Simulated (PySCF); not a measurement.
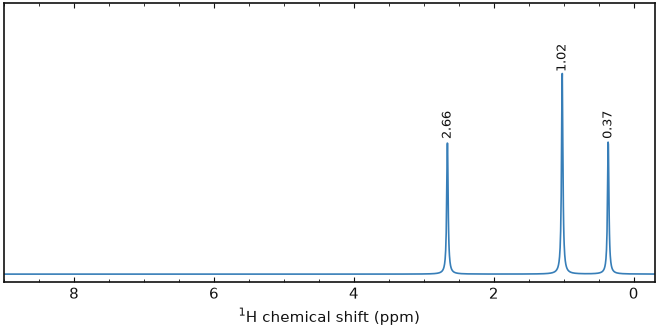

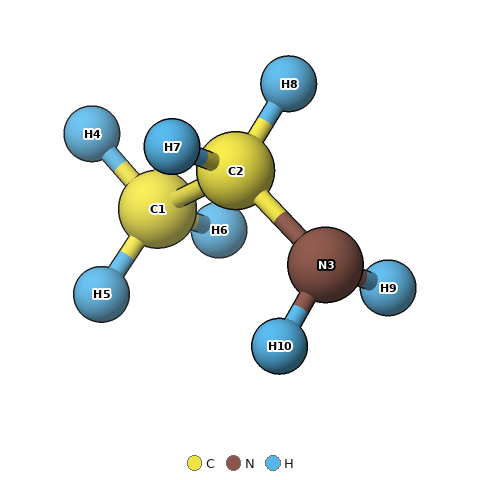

Spectrum and numbered structure of C₂H₇N (ethylamine), SMILES CCN. GIAO shifts, B97-2/pcSseg-2 with PySCF 2.14.0, at a PBE0-D3(BJ)/def2-TZVP geometry (no frequency check), against TMS for ¹H computed at the same level. Gas phase, fully decoupled, line heights follow the number of nuclei, widths are arbitrary (no quadrupolar broadening); values of one conformer, averaged over methyl-type rotors and exact or near symmetry. Protons on N, O or S are those of the isolated molecule, without hydrogen bonds to neighbours or exchange.

**Which atoms give which ¹H line?**

| δ (ppm) | nuclei | atoms |
| --- | --- | --- |
| 2.66 | 2 | H7, H8 |
| 1.02 | 3 | H4, H5, H6 |
| 0.37 | 2 | H9, H10 |
